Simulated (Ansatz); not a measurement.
## ZrS2, response to strain

Start from ZrS2 in the CdI2 type structure (space group P-3m1, No. 164; a = 3.6348 Å, c = 5.7197 Å; layered, stacked along the Cartesian z axis).

Strains are applied to the cell and any free atomic positions relax.

Method: PBE-D3(BJ) (Ansatz, a quantum-chemistry and plane-wave program, PAW, without spin-orbit coupling).

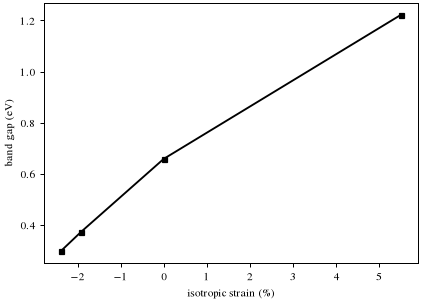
*Band gap against isotropic strain*

```
isotropic strain (%)  band gap
--------------------  --------
-2.39                  0.30 eV
-1.92                  0.37 eV
5.5                    1.22 eV
```

Stability against distortions was not tested.
